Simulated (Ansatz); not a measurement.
# How fast states decay through Ca3CdTe2O2, part 3 of 3

A new crystal, Ca3CdTe2O2: structure, gap and complex bands. It is built by putting Te for part of the O in the Ca3CdO4 structure of space group Cmmm, with the volume rescaled by atomic radii. The parent structure comes from the Materials Project.

Ansatz 0.2.0; PBE DFT, plane waves, PAW files (the session's first sound run).

So far, gap on path (eV): step 3 (band edges) 0.944.

The structure was built from a prototype and need not be the compound's stable phase.

### 5. Decaying states in the gap, plane (010), k-mesh 6×4×4 (continued)

Level of this step: PBE DFT, plane waves, PAW files; complex bands by layer matching along the plane's normal (Ansatz).

K parallel (0, 0); values up to 1.5 1/Å, a degenerate pair printed once or twice; energies at which all values exceed this have no row. Im kz of the slowest decaying states against energy, zero at the highest filled level on the SCF mesh:

| energy (eV) | decay 1 (Å⁻¹) | decay 2 (Å⁻¹) | decay 3 (Å⁻¹) | decay 4 (Å⁻¹) |
| --- | --- | --- | --- | --- |
| -1.000 | 0.121 | 0.247 | 0.459 | 0.609 |
| -0.510 | 0.195 | 0.295 | 0.302 | 0.777 |
| -0.020 | 0.131 | 0.313 | 0.323 | 0.355 |
| 0.470 | 0.186 | 0.345 | 0.386 | 0.417 |
| 1.030 | 0.185 | 0.343 | 0.400 | 0.404 |
| 1.520 | 0.0220 | 0.270 | 0.331 | 0.371 |

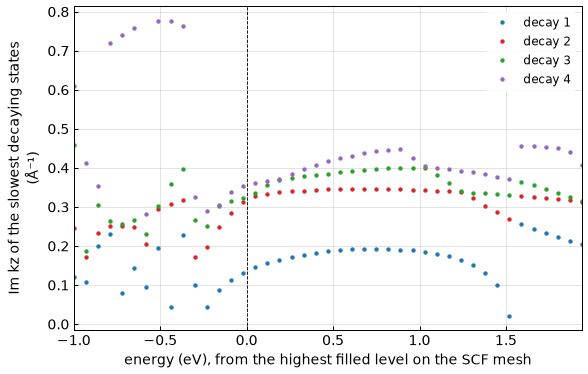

Im kz of the slowest decaying states, plotted against energy.

K parallel (-0.5, 0); values up to 1.5 1/Å, a degenerate pair printed once or twice; energies at which all values exceed this have no row. Table of Im kz of the slowest decaying states by energy, zero at the highest filled level on the SCF mesh:

| energy (eV) | decay 1 (Å⁻¹) | decay 2 (Å⁻¹) | decay 3 (Å⁻¹) | decay 4 (Å⁻¹) |
| --- | --- | --- | --- | --- |
| -1.0000 | 0.0292 | 0.177 | 0.494 | 0.516 |
| -0.7200 | 0.0740 | 0.183 | 0.200 | 0.272 |
| -0.5100 | 0.102 | 0.207 | 0.247 | 0.273 |
| -0.2300 | 0.212 | 0.267 | 0.329 | 0.387 |
| -0.0200 | 0.251 | 0.278 | 0.351 | 0.382 |
| 0.2600 | 0.287 | 0.289 | 0.364 | 0.376 |
| 0.4700 | 0.295 | 0.314 | 0.365 | 0.372 |
| 0.7500 | 0.225 | 0.299 | 0.359 | 0.366 |
| 1.0300 | 0.301 | 0.343 | 0.358 | 0.369 |
| 1.2400 | 0.300 | 0.326 | 0.340 | 0.351 |
| 1.5200 | 0.272 | 0.286 | 0.295 | 0.298 |
| 1.7300 | 0.250 | 0.264 | 0.294 | 0.307 |

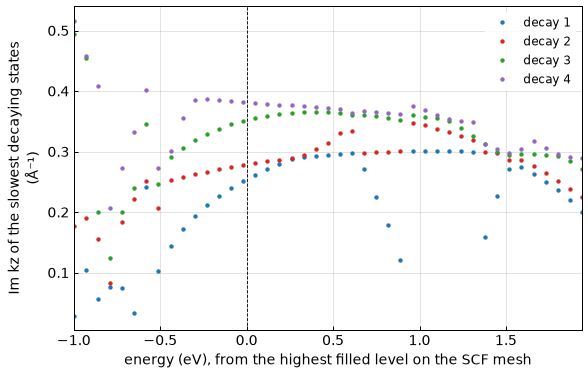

Im kz of the slowest decaying states, plotted against energy.

K parallel (0, 0.4792); values up to 1.5 1/Å, a degenerate pair printed once or twice; energies at which all values exceed this have no row. Table of Im kz of the slowest decaying states by energy, zero at the highest filled level on the SCF mesh:

| energy (eV) | decay 1 (Å⁻¹) | decay 2 (Å⁻¹) | decay 3 (Å⁻¹) | decay 4 (Å⁻¹) |
| --- | --- | --- | --- | --- |
| -1.000 | 0.234 | 0.630 | 0.632 | 0.688 |
| -0.510 | 0.0862 | 0.332 | 0.413 | 0.418 |
| -0.020 | 0.179 | 0.301 | 0.309 | 0.314 |
| 0.470 | 0.305 | 0.313 | 0.348 | 0.466 |
| 1.030 | 0.297 | 0.305 | 0.353 | 0.507 |
| 1.520 | 0.282 | 0.290 | 0.331 | 0.506 |

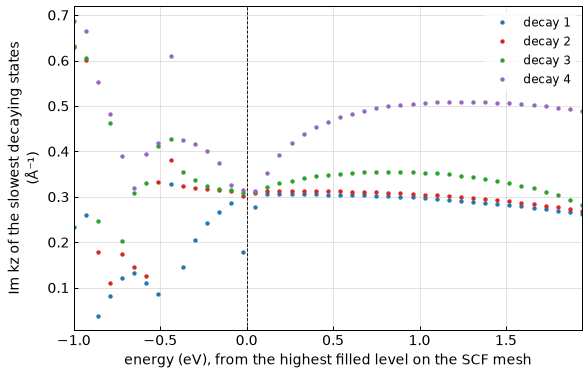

Im kz of the slowest decaying states, plotted against energy.

At the listed wavevectors the last open channel is at -0.30 eV and the next at +0.96 eV on the grid. At +0.47 eV, the grid energy nearest the filling level (the middle of the gap on the SCF mesh), the slowest state at the listed wavevectors decays with κ = 0.186 Å⁻¹, its amplitude falling by e over 5.4 Å; the first such run, plane (001), gave 0.139 Å⁻¹.

### 6. The same cell, other settings

This step: PBE DFT, plane waves, PAW files; complex bands by layer matching along the plane's normal; changed: output.transmission.e_range = [1, -1], scf.max_iter = 75 (Ansatz 0.2.0).

This run repeats an earlier one, its twin (the complex run, plane (001)), with two settings changed (output.transmission.e_range, scf.max_iter; files written aside). The setting was drawn as a possible misstep, on purpose. Where the input is shown as a difference, that is against the step before, not the twin.

input.yaml

```yaml
crystal:
  lattice:
    - [7.210000447, 0.0, 0.0]
    - [-2.650555893, 6.705121915, 0.0]
    - [0.0, 0.0, 4.070642666]
  atoms:
    - { symbol: Ca, position: [0.5, 0.5, 0.0] }
    - { symbol: Ca, position: [0.5, 0.0, 0.5] }
    - { symbol: Ca, position: [0.0, 0.5, 0.5] }
    - { symbol: Cd, position: [0.0, 0.0, 0.0] }
    - { symbol: O, position: [0.2923816178, 0.7076183822, 0.0] }
    - { symbol: Te, position: [0.2326922985, 0.2326922985, 0.5] }
    - { symbol: Te, position: [0.7673077015, 0.7673077015, 0.5] }
    - { symbol: O, position: [0.7076183822, 0.2923816178, 0.0] }
kpoints:
  mp_grid: { grid: [4, 4, 6] }
scf:
  occupations: { method: fixed }
  max_iter: 75
hamiltonian:
  xc: pbe
output:
  eigenvalues: true
  transmission:
    leads: [[0, 0]]
    kpoints: [[0.0, 0.0], [-0.5, -0.5]]
    e_range: [1, -1]
    de: 0.05
```

Run with:

```sh
$ ansatz run input.yaml --threads 2 --pin off --max-ram 4096MiB --backend cpu --events-out ev --progress --plain --runs-dir out
```

Numbers of over 12 decimals in the logs are rounded to 6 here.

Output:

```text
Error: invalid value for `output.transmission.e_range`: [1, -1] eV must be finite with min < max
```

The job ended after 0.06 s (2 threads of Arm Neoverse V2, shared host; peak memory 0.08 GiB).

The program refused the input before any cycle.

The program's message: “Error: invalid value for `output.transmission.e_range`: [1, -1] eV must be finite with min < max”

The change that led to it: output.transmission.e_range = [1, -1].

### 7. What came out

```
band gap                                         : 0.944 eV
least decay constant at mid-gap, normal to (001) : 0.139 Å⁻¹
least decay constant at mid-gap, normal to (010) : 0.186 Å⁻¹
```

**Reading.** With PBE, the slowest decay at the wavevectors tried is κ = 0.139 Å⁻¹, normal to (001). Through such a film the transmission near mid-gap falls as exp(−2κd), a factor of ten every 8.3 Å. The decay depends on direction: 1.3 times faster normal to (010). A free electron under a barrier of half the gap would need a mass of 0.16 mₑ to decay at this rate. The compound is made up by substitution; its stability against other phases and against distortions of the cell's symmetry was not tested. A semilocal functional narrows gaps, while spin-orbit coupling, left out here, narrows them in compounds of heavy elements, so the error in κ can go either way.

[Logs are printed without paths, hosts, clocks, repeated set-up lines and the standing remarks that a program may print on its own settings, such as how far it seeks lower states.]

[Hosts, paths, dates, database ids (printed as entryN), source tags and the programs' standing remarks are cut or masked in the printed files.]

[New means built here by substitution; the compound itself may be known and measured.]
